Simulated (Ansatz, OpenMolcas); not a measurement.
## How basis sets differ on CH3BO (Borane carbonyl)

CH3BO has 6 atoms, charge 0, and is taken as a singlet. SMILES: `[BH3-]C#[O+]`. The coordinates come from a PBE0-D4/def2-TZVP relaxation.

Quantity: the HOMO–LUMO gap, in eV. The values are calculated.

| level | kind | program | value (eV) |
| --- | --- | --- | --- |
| B3LYP/pcseg-0 | global hybrid | Ansatz | 7.63 |
| B3LYP/6-31G* (spherical functions) | global hybrid | OpenMolcas | 7.77 |
| B3LYP/6-31G* (Cartesian functions) | global hybrid | Ansatz | 7.77 |
| B3LYP/pcseg-1 | global hybrid | Ansatz | 7.73 |
| B3LYP/def2-TZVP | global hybrid | Ansatz | 7.73 |
| B3LYP/pcseg-2 | global hybrid | Ansatz | 7.71 |

The values span 7.63 to 7.77 eV. Orbital gaps aren't excitation energies.

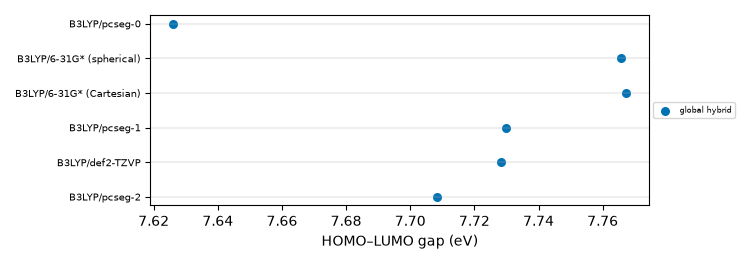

The values of the table, level by level.
